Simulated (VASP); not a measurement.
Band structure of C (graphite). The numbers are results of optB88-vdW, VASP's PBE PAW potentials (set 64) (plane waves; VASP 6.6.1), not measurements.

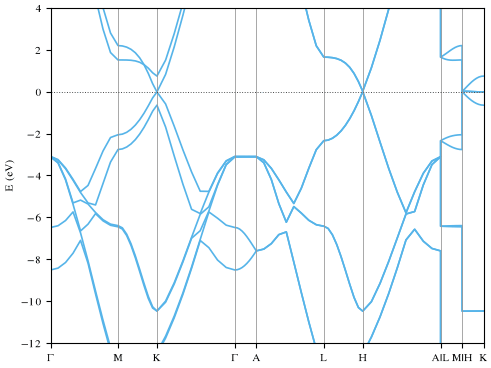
Figure. Bands along high-symmetry lines, zero at the valence-band maximum or, without a gap, the Fermi level

Q: Read the plot: is there a gap, and where are the band edges?

A: It has no gap at this level: it comes out as a metal or semimetal. (Edges off the drawn lines would not show.)

The compound is C in the graphite structure. It was relaxed first.
